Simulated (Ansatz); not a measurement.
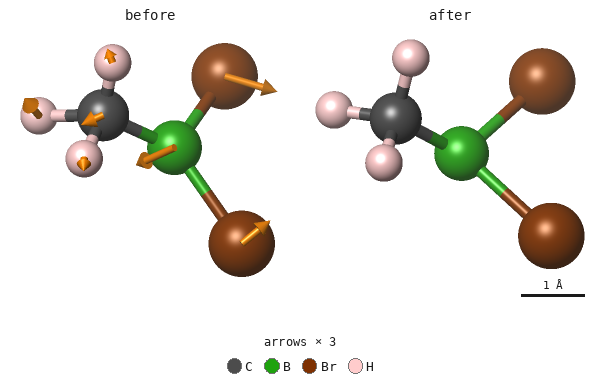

The structure of CH$_{3}$BBr$_{2}$ (multiplicity 3) before (left) and after (right) a relaxation, at one scale. The orange arrows give the displacements, 3 times their true length.

Style: ball-and-stick. Shown at a tilt.

Theory: Ansatz 0.2.0, UKS PBE0/cc-pVDZ.

Input file:
```yaml
crystal:
  periodic: [false, false, false]
  atoms:
    - {symbol: C, position_ang: [0.058333, 0.749860, 0.079037]}
    - {symbol: B, position_ang: [-0.048088, -0.717472, -0.126004]}
    - {symbol: Br, position_ang: [1.257243, -1.783217, 0.613668]}
    - {symbol: Br, position_ang: [-1.520222, -1.772963, -0.689686]}
    - {symbol: H, position_ang: [0.165916, 1.052217, 1.004769]}
    - {symbol: H, position_ang: [0.855032, 1.245829, -0.691531]}
    - {symbol: H, position_ang: [-0.837846, 1.276297, -0.259776]}
basis:
  gaussian: {orbitals: cc-pVDZ}
magnetization: {spin_polarized: true, initial_magnetization: 2}
hamiltonian: {xc: {name: PBE0}}
relax: {f_tol: 0.001, max_steps: 3}
output: {forces: true}
```

Command:
```bash
ansatz run in.yaml --threads 4 --pin off --events-out ev --progress --plain --max-ram 10444MiB
```

Summarise the run.

The relaxation stopped without meeting its thresholds, so the last structure isn't shown to be converged. The input was poor on purpose: steps. Over 2 geometry steps the energy falls by 1.515 eV. Largest force component: 7 eV/Å at the start, 0.95 eV/Å at the end. The atom that moves furthest after the best rigid fit is B2 (0.30 Å). Largest moves by element: B 0.30 Å, Br 0.29 Å, H 0.19 Å, C 0.13 Å. Among the contacts that change: B2–Br3 1.840 → 2.000 Å, C1–H5 0.980 → 1.104 Å, B2–Br4 1.897 → 2.004 Å, C1–H6 1.214 → 1.118 Å. Bond angles that change, for instance: Br3–B2–Br4 110.3° → 91.7°, H6–C1–H7 98.3° → 105.8°, H5–C1–H6 113.7° → 106.3°. Cost: 13 s on 4 threads of Arm Neoverse V1, on a shared host.
